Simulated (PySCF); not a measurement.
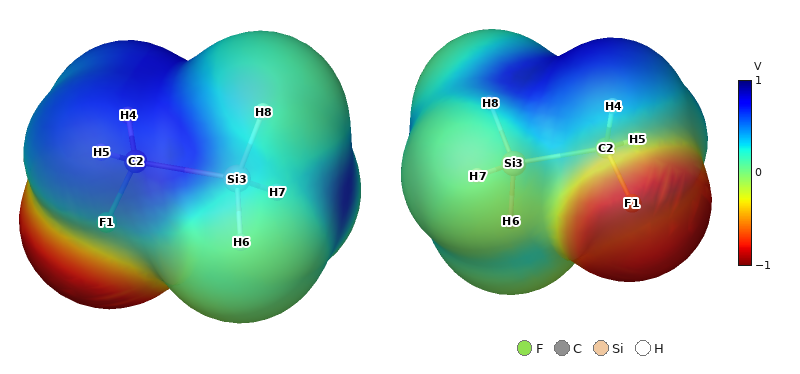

Figure. CH5FSi, SMILES `FC[SiH3]`. Electrostatic potential on the surface of electron density 0.001 a.u. (back view left, front view right).

Method: TPSSh/6-31G*; geometry: GFN2-xTB; program: PySCF. No frequency check shows the geometry to be a minimum.

### Where are the extremes of the potential on the surface?

Highest: 0.87 V, near H5 (1.89 Å) and H8 (2.10 Å), and at like points elsewhere. Further maxima include 0.26 V, near H6 (2.01 Å), H7 (2.01 Å), Si3 (2.10 Å) and F1 (2.14 Å). Lowest: −0.93 V, 1.6 Å from F1. Further minima include 0.09 V, 1.5 Å from H8. The surface is sampled at points, so like sites can differ by a few per cent and only the strongest of them is named.

Cost of the run: 9.1 s on 1 thread of Arm Neoverse V1, on a shared host, peak memory 0.29 GiB.
